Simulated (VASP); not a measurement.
Band structure of TaCr (space group R-3m). Level of theory: PBE GGA, VASP's PBE PAW potentials (set 64) (plane waves; VASP 6.6.1).

The moments were started parallel, and other spin orders were not tried in this run. Unless said otherwise, spin-orbit coupling is left out, though it shifts the bands of the heavy elements here.

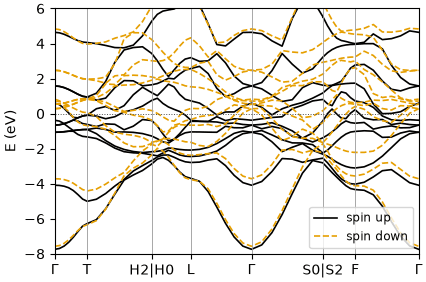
Fig. 1. Bands along high-symmetry lines, zero at the valence-band maximum or, without a gap, the Fermi level

Problem. Read the plot: is there a gap, and where are the band edges?

Solution. It has no gap at this level: it comes out as a metal or semimetal.

The structure was generated: TaCr was put into an ordered model structure, which need not be its known phase. The cell was not relaxed at this level. The k-mesh is coarse (spacing up to 0.36 per Å, 2π included), so the numbers may not be converged in it.
